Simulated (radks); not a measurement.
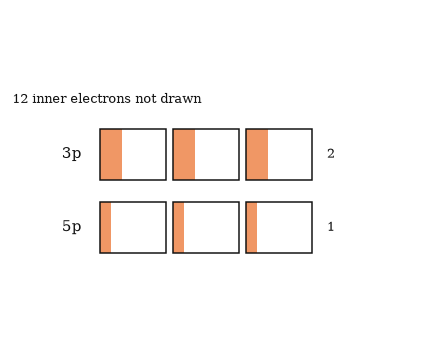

Figure 1. The outer shells as the input fills them: a box for each of the 2l + 1 orbitals, shaded by the share of the shell that is filled, with the electron count at the right.

# Ar³⁺: atomic calculation

System: Ar³⁺, configuration [Ne] 3s2 3p2 5p1.
Method: scalar-relativistic Kohn-Sham, SCAN, spin-polarised, spherical densities, finite nucleus (radks).

## Input
```
Z 18
configuration [Ne] 3s2 3p2 5p1
relativity scalar-relativistic
functional scan,scan
spin polarised
nucleus finite rms 3.4274 fm
c 137.035999084
```

Energies in input and log are in hartree, lengths in bohr (the nuclear radius in fm).

## Output
```
1s      1   1.0000        -117.64687730
2s      1   1.0000         -13.42155655
2p      1   3.0000         -10.89197778
3s      1   1.0000          -2.90716292
3p      1   2.0000          -2.28140476
5p      1   1.0000          -0.43780401
1s      2   1.0000        -117.61615889
3p      2   0.0000          -3.10304257
5p      2   0.0000          -0.57913255
Etot 2.7927347710633105e+37
Ekin 3.014378216657268e+19
Encl -7.184551566538639e+19
Eh 2.792734771064518e+37
Exc -1.2074117645840952e+25
err 3.834122492524534e+27
it 155
```

## Outcome

| quantity | value |
| --- | --- |
| outcome | not converged |
| total energy | 27927347710633104815823724160015663104.0000 hartree |
| kinetic energy | 30143782166572679168.0000 hartree |
| electron–nucleus energy | −71845515665386389504.0000 hartree |
| Hartree energy | 27927347710645179906920421842827083776.0000 hartree |
| exchange–correlation energy | −12074117645840952196071424.0000 hartree |
| SCF iterations | 155 |
| hardware | 1 CPU thread, shared host |
| wall time | 1.3 s |

## What went wrong

The run did not meet its convergence test in 155 iterations, so its last values are not results. This is an excited configuration.
